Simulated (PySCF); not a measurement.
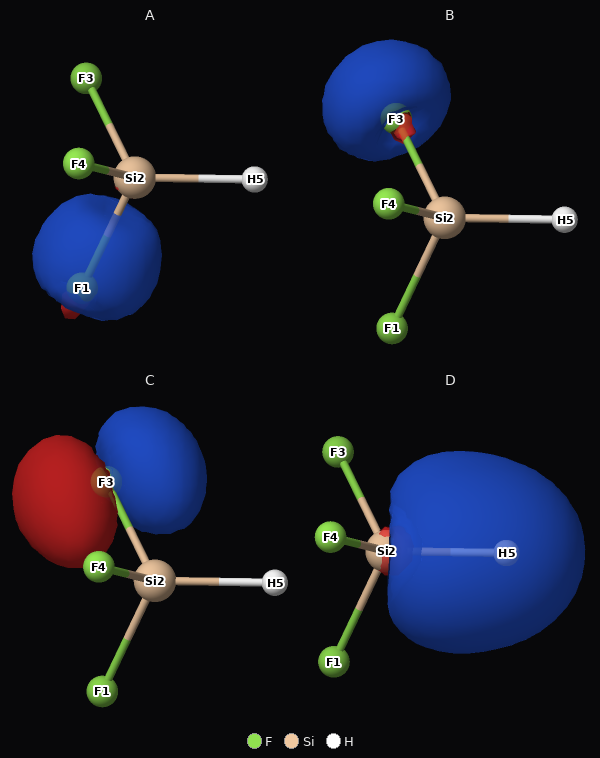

F3HSi, SMILES `F[SiH](F)F`. Pipek–Mezey orbitals, occupied; each surface holds about 85 % of the orbital's density. Energies are diagonal elements of the Fock matrix.

PySCF calculation, B3LYP/def2-SVPD, gas phase; geometry: GFN2-xTB. No frequency check shows the geometry to be a minimum.

Coordinates in Å:

```
F1      -1.3966   -0.3952   -0.2571
Si2     -0.0000    0.0000    0.3676
F3       1.0406   -1.0118   -0.2571
F4       0.3560    1.4071   -0.2571
H5       0.0001   -0.0000    1.7954
```

**Name the orbitals, with their atomic make-up and energies.**

By panel:
- A: pair mostly on F1, shared in part with Si2 (F1 82 %, Si2 18 %; −26.5 eV)
- B: lone pair on F3 (sp0.9-type) (F3 99 %; −21.1 eV)
- C: lone pair on F3 (p-type) (F3 96 %; −12.9 eV)
- D: σ bond H5–Si2 (H5 54 %, Si2 46 %; −13.4 eV)

**How do all the valence pairs divide up?**

13 pairs: 9 lone pairs, 3 strongly polarised pairs and 1 σ bond.
